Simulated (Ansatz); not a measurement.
Breaking the Be1–H2 bond in BeH2Se (SMILES [BeH][SeH]) (multiplicity 1 held, fragments rigid). Energies count from the point at 1.326 Å.
Geometry at that point (charge 0, multiplicity 1):
| atom | x (Å) | y (Å) | z (Å) |
|---|---|---|---|
| Be | -0.6897 | -0.7607 | -1.4180 |
| H | -1.2093 | -1.3411 | -2.4906 |
| Se | 0.0918 | 0.1603 | 0.2240 |
| H | 0.8465 | -1.0648 | 0.5466 |

R- and RO- levels are restricted; in cc, def2 and unpolarised 6-31G sets they are followed outwards from rest. U- levels take the lowest unrestricted solution at each point, which mixes spins at long bonds. Active spaces are followed from a long bond inwards. Levels need not reach the same state.

Frozen-core correlation. Filled d and f shells under p-block atoms count as core.

Run with Ansatz (Gaussian basis) for Hartree–Fock, density functionals and correlated methods. 

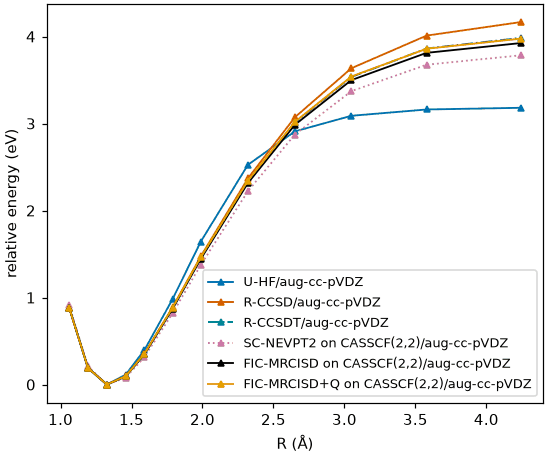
Fig. 1. Relative energy along the coordinate

Doubts at one or more of the structures used: a spin-contaminated determinant (U-HF/aug-cc-pVDZ); a restricted determinant that unrestricted orbitals would lower (R-CCSD/aug-cc-pVDZ, R-CCSDT/aug-cc-pVDZ); other coupled-cluster roots lie near (R-CCSD/aug-cc-pVDZ, R-CCSDT/aug-cc-pVDZ); T1 above 0.05 (R-CCSD/aug-cc-pVDZ, R-CCSDT/aug-cc-pVDZ).

Ansatz is an electronic-structure program.
